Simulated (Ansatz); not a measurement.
**SnClF (SMILES [F][Sn][Cl]): levels of theory compared**

We compute a comparison of 6 runs (HF/STO-3G, CAM-B3LYP/STO-3G, PBE/STO-3G, UB3LYP/STO-3G, MP2/STO-3G, FCI/STO-3G) of SnClF. 

Program for the calculation: Ansatz 0.2.0.

59 further runs of the same task are left out: 12 that didn't finish, 47 set aside as unsound or not needed.

### Step 1. The molecule

The species is SnClF (3 atoms), meant as a singlet with charge 0. As SMILES, `[F][Sn][Cl]`. The Sn2–F1 distance was set to 3.870 Å, away from the relaxed value. At this shape a bond of the SMILES string is far longer than usual.

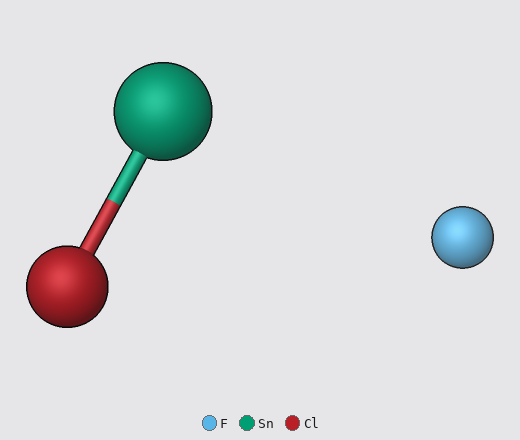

Viewed from a chosen angle; fluorine blue, tin teal, chlorine red.

### Step 2. The energy at HF/STO-3G (run 1)

File input.yaml:

```yaml
crystal:
  periodic: [false, false, false]
  atoms:
    - symbol: F
      position_ang: [-2.943487, -0.451895, -1.679492]
    - symbol: Sn
      position_ang: [0.164300, 0.898100, 0.190700]
    - symbol: Cl
      position_ang: [1.214300, -1.186000, 0.540500]
basis:
  gaussian:
    orbitals: STO-3G
accuracy: high
hamiltonian:
  xc: hf
```

On the command line:

```bash
$ ansatz run input.yaml --threads 1 --pin off --max-ram 2610MiB --events-out events.jsonl --progress --plain --runs-dir runs
```

Output:

```text
Warning: RAYON_NUM_THREADS=1 ignored (pool sized by the plan → 1); use --threads N
Functional definition: HF
  name "HF"
  exchange = exact_x
  correlation = 0
707 factors; integrals over basis functions are off by at most 2.6e-8 eV
mean field evaluation 1: about -177294.6504 eV, gradient 1.2e1 eV
mean field evaluation 2: about -177294.6851 eV, gradient 1.2e1 eV
mean field evaluation 4: about -177295.6795 eV, gradient 5.6e0 eV
mean field evaluation 8: about -177295.9496 eV, gradient 4.2e0 eV
mean field evaluation 16: about -177299.9354 eV, gradient 1.7e-2 eV
mean field evaluation 32: about -177296.5761 eV, gradient 1.0e1 eV
mean field evaluation 64: about -177299.8952 eV, gradient 1.4e0 eV
mean field evaluation 96: about -177299.9078 eV, gradient 3.7e-1 eV
mean field -177299.93535825 eV, -6515.6524462031 hartree, gradient 5.7e-8 eV, S^2 0.000000; 2 other end points of the search recorded, 0 dependent functions left out
reference -177299.93535825 eV, -6515.6524462031 hartree; 38, 38 occupied and 3, 3 virtual orbitals, 707 factors
Total energy: -177299.93535825 eV, -6515.6524462031 hartree
```

It took 1.3 s on 1 thread of Arm Neoverse V1, shared host; peak memory 0.1 GiB.

### Step 3. The energy at CAM-B3LYP/STO-3G (run 2)

File input.yaml:

```yaml
crystal:
  periodic: [false, false, false]
  atoms:
    - {symbol: F, position_ang: [-2.943487, -0.451895, -1.679492]}
    - {symbol: Sn, position_ang: [0.164300, 0.898100, 0.190700]}
    - {symbol: Cl, position_ang: [1.214300, -1.186000, 0.540500]}
basis:
  gaussian: {orbitals: STO-3G}
hamiltonian: {xc: {name: CAM-B3LYP}}
accuracy: high
```

On the command line:

```bash
$ ansatz run input.yaml --threads 1 --pin off --max-ram 2610MiB --events-out events.jsonl --progress --plain --runs-dir runs
```

Output:

```text
Warning: RAYON_NUM_THREADS=1 ignored (pool sized by the plan → 1); use --threads N
Functional definition: CAM-B3LYP
  name "CAM-B3LYP"
  parameter alpha = 0.19
  parameter beta = 0.46
  parameter omega = 0.33/bohr
  parameter ac = 0.81
  exchange = (1 - alpha - beta)*b88_x + beta*b88_x_sr(omega) + alpha*exact_x + beta*exact_x_lr(omega)
  correlation = (1 - ac)*vwn5_c + ac*lyp_c
707 factors; integrals over basis functions are off by at most 2.6e-8 eV
171 factors; integrals over basis functions are off by at most 1.1e-9 eV
mean field evaluation 1: about -177377.2195 eV, gradient 1.4e1 eV
mean field evaluation 2: about -177049.7198 eV, gradient 1.2e1 eV
mean field evaluation 4: about -177376.6747 eV, gradient 1.5e1 eV
mean field evaluation 8: about -177386.1372 eV, gradient 2.7e-1 eV
mean field evaluation 16: about -177386.1390 eV, gradient 2.5e-8 eV
mean field evaluation 32: about -177385.1906 eV, gradient 1.3e1 eV
mean field -177386.13898294 eV, -6518.8203709795 hartree, gradient 2.4e-8 eV, S^2 0.000000; 4 other end points of the search recorded, 0 dependent functions left out
reference -177386.13899631 eV, -6518.8203714710 hartree; 38, 38 occupied and 3, 3 virtual orbitals, 707 factors
Total energy: -177386.13899631 eV, -6518.8203714710 hartree
```

It took 3.9 s on 1 thread of Arm Neoverse V1, shared host; peak memory 0.14 GiB.

Run 3 isn't shown in full; the table further down has it.

### Step 4. A single-point energy at UB3LYP/STO-3G (run 4)

File run.yaml:

```yaml
basis:
  gaussian:
    orbitals: STO-3G
crystal:
  periodic: [false, false, false]
  atoms:
    - {symbol: F, position_ang: [-2.943487, -0.451895, -1.679492]}
    - {symbol: Sn, position_ang: [0.164300, 0.898100, 0.190700]}
    - {symbol: Cl, position_ang: [1.214300, -1.186000, 0.540500]}
magnetization:
  spin_polarized: true
hamiltonian:
  xc: {name: B3LYP}
accuracy: high
```

On the command line:

```bash
$ ansatz run run.yaml --threads 1 --pin off --max-ram 2610MiB --events-out events.jsonl --progress --plain --runs-dir runs
```

Output:

```text
Warning: RAYON_NUM_THREADS=1 ignored (pool sized by the plan → 1); use --threads N
Functional definition: B3LYP
  name "B3LYP"
  parameter a0 = 0.2
  parameter ax = 0.72
[... 1 set-up line as earlier in the session ...]
  exchange = (1 - a0 - ax)*slater_x + ax*b88_x + a0*exact_x
  correlation = (1 - ac)*vwn_rpa_c + ac*lyp_c
707 factors; integrals over basis functions are off by at most 2.6e-8 eV
mean field evaluation 1: about -177373.1186 eV, gradient 1.0e1 eV
mean field evaluation 2: about -177044.8698 eV, gradient 7.0e0 eV
mean field evaluation 4: about -177370.7958 eV, gradient 1.3e1 eV
mean field evaluation 8: about -177382.7800 eV, gradient 3.4e-1 eV
mean field evaluation 16: about -177384.5383 eV, gradient 7.4e-3 eV
mean field evaluation 32: about -177384.2370 eV, gradient 3.1e0 eV
mean field evaluation 64: about -177384.5207 eV, gradient 4.8e-5 eV
mean field evaluation 96: about -177384.5134 eV, gradient 6.5e-2 eV
mean field -177384.53832281 eV, -6518.7615478049 hartree, gradient 5.5e-8 eV, S^2 0.970841; 8 other end points of the search recorded, 0 dependent functions left out
reference -177384.53835042 eV, -6518.7615488194 hartree; 38, 38 occupied and 3, 3 virtual orbitals, 707 factors
Total energy: -177384.53835042 eV, -6518.7615488194 hartree
```

It took 37 s on 1 thread of Arm Neoverse V1, shared host; peak memory 0.23 GiB.

Run 5 isn't shown in full; the table further down has it.

### Step 5. A single-point energy at FCI/STO-3G (run 6)

File in.yaml:

```yaml
crystal:
  periodic: [false, false, false]
  atoms:
    - {symbol: F, position_ang: [-2.943487, -0.451895, -1.679492]}
    - {symbol: Sn, position_ang: [0.164300, 0.898100, 0.190700]}
    - {symbol: Cl, position_ang: [1.214300, -1.186000, 0.540500]}
basis:
  gaussian:
    orbitals: STO-3G
correlation:
  method: fci
  frozen_orbitals: {Cl: 5, F: 1, Sn: 18}
accuracy: high
```

On the command line:

```bash
$ ansatz run in.yaml --threads 1 --pin off --max-ram 2610MiB --events-out events.jsonl --progress --plain --runs-dir runs
```

Output:

```text
Warning: RAYON_NUM_THREADS=1 ignored (pool sized by the plan → 1); use --threads N
[... 4 set-up lines as earlier in the session ...]
707 factors; integrals over basis functions are off by at most 2.6e-8 eV
mean field evaluation 1: about -177294.6504 eV, gradient 1.2e1 eV
mean field evaluation 2: about -177294.6851 eV, gradient 1.2e1 eV
mean field evaluation 4: about -177295.6795 eV, gradient 5.6e0 eV
mean field evaluation 8: about -177295.9496 eV, gradient 4.2e0 eV
mean field evaluation 16: about -177299.9354 eV, gradient 1.7e-2 eV
mean field evaluation 32: about -177293.4156 eV, gradient 8.0e0 eV
mean field evaluation 64: about -177299.9354 eV, gradient 1.0e-6 eV
mean field evaluation 96: about -177297.7697 eV, gradient 7.8e0 eV
mean field evaluation 128: about -177299.8968 eV, gradient 3.3e-1 eV
mean field evaluation 160: about -177299.5604 eV, gradient 8.3e-1 eV
mean field evaluation 192: about -177299.0327 eV, gradient 5.6e0 eV
mean field -177299.93535825 eV, -6515.6524462031 hartree, gradient 5.7e-8 eV, S^2 0.000000; 11 other end points of the search recorded, 0 dependent functions left out; unrestricted orbitals would lower it
mean field evaluation 224: about -177306.2580 eV, gradient 1.6e-1 eV
unrestricted determinant -177306.26018347 eV, -6515.8848792430 hartree, S^2 1.0038
24 core orbitals not correlated: weight in the atoms' cores, before any rotation towards them, 1.000 or more for the frozen orbitals, at most 0.000 for the correlated occupied ones
reference -177299.93535825 eV, -6515.6524462031 hartree; 14, 14 occupied and 3, 3 virtual orbitals, 707 factors
state -177307.05520449 eV, -6515.9140957265 hartree
Total energy: -177307.05520449 eV, -6515.9140957265 hartree
```

Run time: 9 s. Hardware: 1 thread of Arm Neoverse V1, shared host; peak memory 0.21 GiB.

### Step 6. Overview of the runs

```csv
run,level,frozen core orbitals,energy (Eh),wall time
1,HF/STO-3G,–,-6515.652446,1.3 s
2,CAM-B3LYP/STO-3G,–,-6518.820371,3.9 s
3,PBE/STO-3G,–,-6517.840097,14 s
4,UB3LYP/STO-3G,–,-6518.761549,37 s
5,MP2/STO-3G,24,-6515.865929,6.3 s
6,FCI/STO-3G,24,-6515.914096,9 s
```

### Step 7. What came out

| quantity | value |
| --- | --- |
| run 6: total energy | -6515.91410 Eh |
| run 6: correlation energy (24 core orbitals frozen) | -261.6 mEh |

**Reading.** Against full CI in this basis: HF +261.6 mEh; MP2 +48.2 mEh. Totals of different functionals can't be ranked against each other. In run 5 the log says that unrestricted orbitals would lower the reference, so the values rest on an unstable closed-shell determinant (other closed-shell runs at this shape may share the fault). In runs 1, 2, 3, 4, 5, 6 the basis is minimal, so the values are rough. In runs 1, 2, 3, 5 a closed-shell determinant meets a far-stretched bond, which it describes badly. In runs 1, 2, 3, 4, 5, 6 relativity is left out where basis or elements ask for it. Spin contamination of the reference: run 4 ⟨S²⟩ = 0.97. Where it is this large, the reference is a mixture of spin states, and values that rest on it are in doubt. All runs together took 71 s, the longest 37 s.
